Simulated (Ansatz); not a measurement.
# AsH₃+ (doublet): one geometry, many settings at a displaced geometry (v2)

Aim: run AsH₃+ (doublet) at one geometry under a spread of methods and options, and see what each costs and gives.

Computed with Ansatz 0.2.0, Gaussian basis. Level: the settings change from run to run.

11 further runs of the same task are left out: 5 that didn't finish, 6 set aside as unsound or not needed. Runs told in other sessions of the task aren't counted.

## (1) The system

The geometry is a PBE0/def2-TZVP stationary point (not a proven minimum) with its atoms shifted at random (size 0.100 Å). No spin-orbit coupling is included. The filled d shell of As may be among the frozen orbitals whatever the setting's name suggests.

4 atoms, charge 1, spin multiplicity 2.

Atoms are counted from 1 here; the program's logs count them from 0.

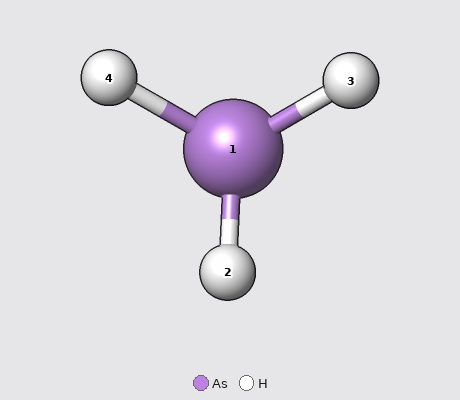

The structure; arsenic purple, hydrogen white; atoms are numbered from 1 in the order of the file.

## (2) CCSDT(Q)/def2-SVP

The input, in.yaml:

```yaml
crystal:
  periodic: [false, false, false]
  atoms:
    - {symbol: As, position_ang: [0.003394, 0.001215, -0.016664]}
    - {symbol: H, position_ang: [1.274632, 0.023352, 0.417052]}
    - {symbol: H, position_ang: [-0.816628, 1.215717, 0.400634]}
    - {symbol: H, position_ang: [-0.710276, -1.329398, 0.420956]}
basis:
  gaussian: {orbitals: def2-SVP}
total_charge: 1
magnetization: {spin_polarized: false, initial_magnetization: 1}
hamiltonian: {xc: {name: B3LYP}, pseudopotentials: {relativity: none}}
correlation: {method: ccsdt_q, electrons: outside_noble_gas}
```

Run with:

```console
ansatz run in.yaml --threads 1 --pin off --events-out ev --progress --plain --max-ram 2393MiB
```

Output (excerpt; [...] marks lines left out):

```text
Functional definition: B3LYP
  name "B3LYP"
  cite "Stephens, Devlin, Chabalowski & Frisch, J. Phys. Chem. 98, 11623 (1994) doi:10.1021/j100096a001"
  cite "Becke, Phys. Rev. A 38, 3098 (1988) doi:10.1103/PhysRevA.38.3098"
  cite "Lee, Yang & Parr, Phys. Rev. B 37, 785 (1988) doi:10.1103/PhysRevB.37.785"
  cite "Vosko, Wilk & Nusair, Can. J. Phys. 58, 1200 (1980) doi:10.1139/p80-159"
[...]
789 factors; integrals over basis functions are off by at most 1.7e-7 eV
[...]
mean field -60873.42585428 eV, -2237.0571386548 hartree, gradient 3.1e-6 eV, S^2 0.750000; 0 other end points of the search recorded, 0 dependent functions left out
14 core orbitals not correlated: weight in the atoms' cores, before any rotation towards them, 0.999 or more for the frozen orbitals, at most 0.000 for the correlated occupied ones
reference -60825.86404287 eV, -2235.3092743238 hartree; 4, 3 occupied and 29, 30 virtual orbitals, 789 factors
second order -2.78869475 eV of doubles, -0.17752747 eV of singles
cycle   1  -3.41653607 eV  change   -4.5e-1 eV  update   5.0e-2
[...]
cycle  14  -3.66368287 eV  change    1.9e-7 eV  update   1.8e-7
perturbative correction -0.00166914 eV, -0.0000613397 hartree
Total energy: -60829.52939487 eV, -2235.4439735255 hartree
```

Run time: 8 s. Hardware: 1 thread of Arm Neoverse V1, shared host.

From the report: correlation -3.6654 eV; T1 0.020; largest double amplitude 0.06. The orbitals are Kohn-Sham ones, so correlation energy and T1 don't compare with those on Hartree-Fock orbitals.

## (3) HF (ROHF)/def2-SVP

in.yaml, as its differences from that of step 2:

```diff
@@ -11,3 +11,3 @@
 magnetization: {spin_polarized: false, initial_magnetization: 1}
-hamiltonian: {xc: {name: B3LYP}, pseudopotentials: {relativity: none}}
-correlation: {method: ccsdt_q, electrons: outside_noble_gas}
+hamiltonian: {xc: hf}
+output: {forces: true, orbitals: {seedname: orbitals}}
```

Same command.

Output (excerpt; [...] marks lines left out):

```text
Functional definition: HF
  name "HF"
  cite "Fock, Z. Phys. 61, 126 (1930) doi:10.1007/BF01340294"
  parent pbe
[...]
472 factors; integrals over basis functions are off by at most 9.8e-4 eV
[...]
mean field -60826.20329179 eV, -2235.3217414920 hartree, gradient 2.7e-5 eV, S^2 0.750000; 0 other end points of the search recorded, 0 dependent functions left out
[...]
reference -60826.20329179 eV, -2235.3217414920 hartree; 18, 17 occupied and 29, 30 virtual orbitals, 472 factors
Total energy: -60826.20329179 eV, -2235.3217414920 hartree
Atom 0 at     0.003394     0.001215    -0.016664 Å, force    -5.438850    -0.966561    -0.677684 eV/Å
Atom 1 at     1.274632     0.023352     0.417052 Å, force     4.172642     0.191747     1.416936 eV/Å
Atom 2 at    -0.816628     1.215717     0.400634 Å, force     0.530848    -0.637616    -0.227820 eV/Å
Atom 3 at    -0.710276    -1.329398     0.420956 Å, force     0.735360     1.412430    -0.511432 eV/Å
Dipole moment:    -0.019421     0.000439     0.096907 e Å
```

Run time: 0.42 s. Hardware: 1 thread of Arm Neoverse V1, shared host.

## (4) CASCI(3,3)/cc-pVDZ

in.yaml, as its differences from that of step 3:

```diff
@@ -8,6 +8,5 @@
 basis:
-  gaussian: {orbitals: def2-SVP}
+  gaussian: {orbitals: cc-pVDZ}
 total_charge: 1
 magnetization: {spin_polarized: false, initial_magnetization: 1}
-hamiltonian: {xc: hf}
-output: {forces: true, orbitals: {seedname: orbitals}}
+correlation: {active_space: {window: {electrons: 3, orbitals: 3}, fixed_orbitals: true}}
```

The command is unchanged.

Output:

```text
Functional definition: HF
  name "HF"
  cite "Fock, Z. Phys. 61, 126 (1930) doi:10.1007/BF01340294"
  parent pbe
  exchange = exact_x
  correlation = 0
458 factors; integrals over basis functions are off by at most 1.1e-3 eV
mean field evaluation 1: about -60832.4715 eV, gradient 8.8e0 eV
mean field evaluation 2: about -60832.4732 eV, gradient 8.8e0 eV
mean field evaluation 4: about -60832.9370 eV, gradient 5.5e-1 eV
mean field evaluation 8: about -60832.9399 eV, gradient 3.4e-6 eV
mean field -60832.93989551 eV, -2235.5693071122 hartree, gradient 8.9e-7 eV, S^2 0.750000; 0 other end points of the search recorded, 0 dependent functions left out
reference -60832.93989551 eV, -2235.5693071122 hartree; 18, 17 occupied and 24, 25 virtual orbitals, 458 factors
state -60833.01753498 eV, -2235.5721603101 hartree
Total energy: -60833.01753498 eV, -2235.5721603101 hartree
```

Run time: 0.39 s. Hardware: 1 thread of Arm Neoverse V1, shared host.

From the report: 9 determinants; active occupations 1.99, 1.00, 0.01.

## (5) CCSDT(Q) on UHF/6-31G*

The input, in.yaml:

```yaml
crystal:
  periodic: [false, false, false]
  atoms:
    - {symbol: As, position_ang: [0.003394, 0.001215, -0.016664]}
    - {symbol: H, position_ang: [1.274632, 0.023352, 0.417052]}
    - {symbol: H, position_ang: [-0.816628, 1.215717, 0.400634]}
    - {symbol: H, position_ang: [-0.710276, -1.329398, 0.420956]}
basis:
  gaussian: {orbitals: "6-31G*"}
total_charge: 1
magnetization: {spin_polarized: true, initial_magnetization: 1}
correlation: {method: ccsdt_q, electrons: outside_noble_gas, diis_vectors: 1}
scf: {omitted_lower_state_checks: [cluster_reference]}
```

The command is unchanged.

Output (excerpt; [...] marks lines left out):

```text
Functional definition: HF
  name "HF"
  cite "Fock, Z. Phys. 61, 126 (1930) doi:10.1007/BF01340294"
  parent pbe
[...]
683 factors; integrals over basis functions are off by at most 1.2e-7 eV
[...]
mean field -60825.65735092 eV, -2235.3016785350 hartree, gradient 5.9e-6 eV, S^2 0.755164; 0 other end points of the search recorded, 0 dependent functions left out
14 core orbitals not correlated: weight in the atoms' cores, before any rotation towards them, 1.000 or more for the frozen orbitals, at most 0.000 for the correlated occupied ones
reference -60825.65735092 eV, -2235.3016785350 hartree; 4, 3 occupied and 23, 24 virtual orbitals, 683 factors
second order -2.12026699 eV of doubles, -0.00000000 eV of singles
cycle   1  -2.55162266 eV  change   -4.3e-1 eV  update   5.5e-2
[...]
cycle  17  -2.81512842 eV  change   -2.0e-7 eV  update   7.1e-7
perturbative correction -0.00108324 eV, -0.0000398085 hartree
Total energy: -60828.47356259 eV, -2235.4051724048 hartree
Checks for a lower state left out: cluster_reference
```

Run time: 3.9 s. Hardware: 1 thread of Arm Neoverse V1, shared host.

From the report: ⟨S²⟩ of the determinant 0.755 (pure doublet: 0.75); correlation -2.8162 eV; T1 0.012; largest double amplitude 0.06.

## (6) CCSDT(Q)/B on UHF/def2-mTZVP

in.yaml, as its differences from that of step 5:

```diff
@@ -8,6 +8,6 @@
 basis:
-  gaussian: {orbitals: "6-31G*"}
+  gaussian: {orbitals: def2-mTZVP, point_charges: [{charge: 0.50, position_ang: [3.800, -0.002, 0.871]}]}
 total_charge: 1
 magnetization: {spin_polarized: true, initial_magnetization: 1}
-correlation: {method: ccsdt_q, electrons: outside_noble_gas, diis_vectors: 1}
-scf: {omitted_lower_state_checks: [cluster_reference]}
+correlation: {method: ccsdt_q_b, electrons: outside_noble_gas, diis_vectors: 2}
+accuracy: high
```

The command is unchanged.

Output (excerpt; [...] marks lines left out):

```text
Functional definition: HF
  name "HF"
  cite "Fock, Z. Phys. 61, 126 (1930) doi:10.1007/BF01340294"
  parent pbe
[...]
760 factors; integrals over basis functions are off by at most 4.5e-9 eV
[...]
mean field -60831.70197305 eV, -2235.5238143009 hartree, gradient 1.6e-8 eV, S^2 0.755115; 0 other end points of the search recorded, 0 dependent functions left out
14 core orbitals not correlated: weight in the atoms' cores, before any rotation towards them, 1.000 or more for the frozen orbitals, at most 0.000 for the correlated occupied ones
reference -60831.70197305 eV, -2235.5238143009 hartree; 4, 3 occupied and 27, 28 virtual orbitals, 760 factors
second order -2.26152472 eV of doubles, -0.00000000 eV of singles
cycle   1  -2.68711130 eV  change   -4.3e-1 eV  update   5.6e-2
[...]
cycle  28  -2.96403127 eV  change   1.4e-10 eV  update  5.8e-10
perturbative correction -0.00101276 eV, -0.0000372183 hartree
Total energy: -60834.66701708 eV, -2235.6327776593 hartree
```

Wall time 11 s (1 thread of Arm Neoverse V1, shared host).

From the report: ⟨S²⟩ of the determinant 0.755 (pure doublet: 0.75); correlation -2.9650 eV; T1 0.012; largest double amplitude 0.05.

## (7) NEVPT2(7,5)/STO-3G

The input, in.yaml:

```yaml
crystal:
  periodic: [false, false, false]
  atoms:
    - {symbol: As, position_ang: [0.003394, 0.001215, -0.016664]}
    - {symbol: H, position_ang: [1.274632, 0.023352, 0.417052]}
    - {symbol: H, position_ang: [-0.816628, 1.215717, 0.400634]}
    - {symbol: H, position_ang: [-0.710276, -1.329398, 0.420956]}
basis:
  gaussian: {orbitals: STO-3G}
total_charge: 1
magnetization: {spin_polarized: false, initial_magnetization: 1}
correlation: {method: sc_nevpt2, electrons: all, active_space: {window: {electrons: 7, orbitals: 5}}}
```

Same command.

Output:

```text
Functional definition: HF
  name "HF"
  cite "Fock, Z. Phys. 61, 126 (1930) doi:10.1007/BF01340294"
  parent pbe
  exchange = exact_x
  correlation = 0
213 factors; integrals over basis functions are off by at most 3.6e-5 eV
mean field evaluation 1: about -60157.6794 eV, gradient 3.9e0 eV
mean field evaluation 2: about -60157.6786 eV, gradient 3.9e0 eV
mean field evaluation 4: about -60157.7819 eV, gradient 1.1e-1 eV
mean field evaluation 8: about -60157.7820 eV, gradient 1.1e-6 eV
mean field -60157.78199233 eV, -2210.7577118090 hartree, gradient 1.1e-6 eV, S^2 0.750000; 0 other end points of the search recorded, 0 dependent functions left out
reference -60157.78199233 eV, -2210.7577118090 hartree; 18, 17 occupied and 3, 4 virtual orbitals, 213 factors
state -60158.29505977 eV, -2210.7765666897 hartree
state -60158.29505977 eV, -2210.7765666897 hartree; corrected -60158.81105672 eV, -2210.7955292277 hartree
Total energy: -60158.81105672 eV, -2210.7955292277 hartree
```

Run time: 0.21 s. Hardware: 1 thread of Arm Neoverse V1, shared host.

From the report: 50 determinants; active occupations 2.00, 2.00, 1.97, 1.00, 0.03.

## (8) BCCD(T) on UHF/def2-mTZVP

The input, in.yaml:

```yaml
crystal:
  periodic: [false, false, false]
  atoms:
    - {symbol: As, position_ang: [0.003394, 0.001215, -0.016664]}
    - {symbol: H, position_ang: [1.274632, 0.023352, 0.417052]}
    - {symbol: H, position_ang: [-0.816628, 1.215717, 0.400634]}
    - {symbol: H, position_ang: [-0.710276, -1.329398, 0.420956]}
basis:
  gaussian: {orbitals: def2-mTZVP}
total_charge: 1
magnetization: {spin_polarized: true, initial_magnetization: 1}
correlation: {method: bccd_t, electrons: outside_noble_gas}
output: {forces: true}
```

Same command.

Output (excerpt; [...] marks lines left out):

```text
Functional definition: HF
  name "HF"
  cite "Fock, Z. Phys. 61, 126 (1930) doi:10.1007/BF01340294"
  parent pbe
[...]
484 factors; integrals over basis functions are off by at most 8.6e-4 eV
[...]
mean field -60833.54894781 eV, -2235.5916893715 hartree, gradient 9.2e-7 eV, S^2 0.755107; 1 other end points of the search recorded, 0 dependent functions left out
14 core orbitals not correlated: weight in the atoms' cores, before any rotation towards them, 1.000 or more for the frozen orbitals, at most 0.000 for the correlated occupied ones
reference -60833.54894781 eV, -2235.5916893715 hartree; 4, 3 occupied and 27, 28 virtual orbitals, 484 factors
second order -2.26574791 eV of doubles, -0.00000000 eV of singles
cycle   1  -2.70017523 eV  change   -4.3e-1 eV  update   5.2e-2
[...]
cycle  10  -2.88754776 eV  change   -2.2e-6 eV  update   2.1e-6
perturbative correction -0.06622919 eV, -0.0024338778 hartree
[...]
Total energy: -60836.50272476 eV, -2235.7002386721 hartree
Atom 0 at     0.003394     0.001215    -0.016664 Å, force    -5.165622    -0.889809    -0.997812 eV/Å
Atom 1 at     1.274632     0.023352     0.417052 Å, force     4.458979     0.180613     1.480572 eV/Å
Atom 2 at    -0.816628     1.215717     0.400634 Å, force     0.230541    -0.204255    -0.110918 eV/Å
Atom 3 at    -0.710276    -1.329398     0.420956 Å, force     0.476102     0.913451    -0.371842 eV/Å
Dipole moment:    -0.021415    -0.001078     0.101729 e Å
```

It took 2.1 s on 1 thread of Arm Neoverse V1, shared host.

From the report: ⟨S²⟩ of the determinant 0.755 (pure doublet: 0.75); correlation -2.9538 eV; largest double amplitude 0.05.

## (9) HF (UHF)/def2-mTZVP

in.yaml, as its differences from that of step 8:

```diff
@@ -11,3 +11,3 @@
 magnetization: {spin_polarized: true, initial_magnetization: 1}
-correlation: {method: bccd_t, electrons: outside_noble_gas}
-output: {forces: true}
+hamiltonian: {xc: hf}
+output: {orbitals: {seedname: orbitals}}
```

Same command.

Output:

```text
Functional definition: HF
  name "HF"
  cite "Fock, Z. Phys. 61, 126 (1930) doi:10.1007/BF01340294"
  parent pbe
  exchange = exact_x
  correlation = 0
484 factors; integrals over basis functions are off by at most 8.6e-4 eV
mean field evaluation 1: about -60832.9805 eV, gradient 7.8e0 eV
mean field evaluation 2: about -60832.9801 eV, gradient 7.8e0 eV
mean field evaluation 4: about -60833.5350 eV, gradient 1.4e0 eV
mean field evaluation 8: about -60833.5489 eV, gradient 1.4e-3 eV
mean field -60833.54894781 eV, -2235.5916893715 hartree, gradient 9.5e-6 eV, S^2 0.755107; 0 other end points of the search recorded, 0 dependent functions left out
reference -60833.54894781 eV, -2235.5916893715 hartree; 18, 17 occupied and 27, 28 virtual orbitals, 484 factors
Total energy: -60833.54894781 eV, -2235.5916893715 hartree
```

Wall time 0.36 s (1 thread of Arm Neoverse V1, shared host).

From the report: ⟨S²⟩ of the determinant 0.755 (pure doublet: 0.75).

## (10) CISD/6-31G

in.yaml, as its differences from that of step 9:

```diff
@@ -8,6 +8,7 @@
 basis:
-  gaussian: {orbitals: def2-mTZVP}
+  gaussian: {orbitals: 6-31G}
 total_charge: 1
-magnetization: {spin_polarized: true, initial_magnetization: 1}
-hamiltonian: {xc: hf}
-output: {orbitals: {seedname: orbitals}}
+magnetization: {spin_polarized: false, initial_magnetization: 1}
+correlation: {active_space: {ras: {orbitals: [17, 1, 17], electrons: 35, max_holes: 2, max_particles: 2}, fixed_orbitals: true}}
+accuracy: high
+scf: {lower_state_search: off}
```

The command is unchanged.

Output:

```text
Functional definition: HF
  name "HF"
  cite "Fock, Z. Phys. 61, 126 (1930) doi:10.1007/BF01340294"
  parent pbe
  exchange = exact_x
  correlation = 0
these checks for a lower state are left out or cut short: stability, starts, cluster_reference, orbital_swaps, neighbouring_geometries, increment
597 factors; integrals over basis functions are off by at most 3.9e-9 eV
mean field evaluation 1: about -60823.3767 eV, gradient 8.3e0 eV
mean field evaluation 2: about -60823.3855 eV, gradient 8.3e0 eV
mean field evaluation 4: about -60823.6887 eV, gradient 1.0e0 eV
mean field evaluation 8: about -60823.6904 eV, gradient 7.2e-5 eV
mean field -60823.69038158 eV, -2235.2293937449 hartree, gradient 1.2e-8 eV, S^2 0.750000; 0 other end points of the search recorded, 0 dependent functions left out
reference -60823.69038158 eV, -2235.2293937449 hartree; 18, 17 occupied and 17, 18 virtual orbitals, 597 factors
state -60830.27851094 eV, -2235.4715030333 hartree
Total energy: -60830.27851094 eV, -2235.4715030333 hartree
Checks for a lower state left out: stability, starts, cluster_reference, orbital_swaps, neighbouring_geometries, increment
```

It took 63 s on 1 thread of Arm Neoverse V1, shared host.

From the report: 214,473 determinants.

## (11) All runs side by side

```
                                               level         correlated  functions  energy (eV)    time
               CCSDT(Q)/def2-SVP (on B3LYP orbitals)  outside noble gas         47  -60829.5294     8 s
                                  HF (ROHF)/def2-SVP                            47  -60826.2033  0.42 s
                                  CASCI(3,3)/cc-pVDZ                            42  -60833.0175  0.39 s
                              CCSDT(Q) on UHF/6-31G*  outside noble gas         41  -60828.4736   3.9 s
CCSDT(Q)/B on UHF/def2-mTZVP (beside a point charge)  outside noble gas         45  -60834.6670    11 s
                                  NEVPT2(7,5)/STO-3G                all         21  -60158.8111  0.21 s
                           BCCD(T) on UHF/def2-mTZVP  outside noble gas         45  -60836.5027   2.1 s
                                 HF (UHF)/def2-mTZVP                            45  -60833.5489  0.36 s
                                          CISD/6-31G                all         35  -60830.2785    63 s
```

## (12) Results

| quantity | value |
| --- | --- |
| runs | 9 |
| quickest | NEVPT2(7,5)/STO-3G, 0.21 s |
| slowest | CISD/6-31G, 63 s |

In words: Total energies in different bases, with other cores or another treatment of relativity can't be set against each other. «valence» and «outside noble gas» are the program's key words; the logs give how many orbitals each freezes, and for Ga to Kr the 3d shell needn't follow the word's plain sense. CISD/6-31G took 300 times as long as NEVPT2(7,5)/STO-3G; the jobs differ in more than the method.
